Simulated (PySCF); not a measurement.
Molecule: SMILES O(C)C(CC(C)C)=O (C₆H₁₂O₂). Atoms near the plane z = 0.0 Å, at the GFN2-xTB optimised geometry (x, y, z in Å): C1 (1.8, 2.2, 0.0), O2 (1.2, 0.9, 0.0), C3 (-0.1, 0.9, 0.0), O4 (-0.8, 1.9, 0.0), C5 (-0.7, -0.5, 0.0), C6 (-1.8, -0.7, 1.0), C7 (-2.5, -2.0, 0.8), H9 (1.7, 2.7, 0.9), H10 (1.4, 2.8, -0.8), H11 (2.9, 2.0, -0.1), H12 (0.1, -1.2, 0.2), H13 (-1.1, -0.7, -1.0), H14 (-2.5, 0.1, 0.8), H16 (-1.8, -2.8, 1.0), H17 (-2.9, -2.1, -0.2).

Calculation: PySCF with PBE0/def2-SVP. Cells within 0.4 Å of a nucleus heavier than hydrogen are left out (blank, or x). The values are rescaled to run from 0 to 1.

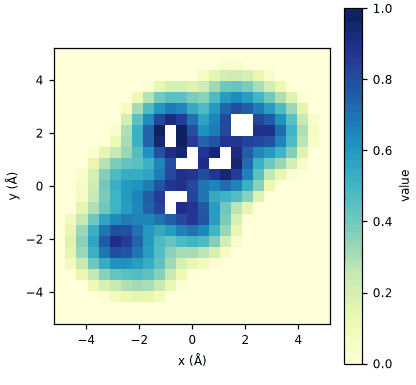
Figure. a field on the plane z = 0.0 Å.

Question: Which quantity is mapped?
A. Laplacian of the electron density
B. log10 of the electron density
C. electron localisation function
D. electrostatic potential

Answer: B, log10 of the electron density. In full: log10 of the electron density (e/bohr³), floored at −4.
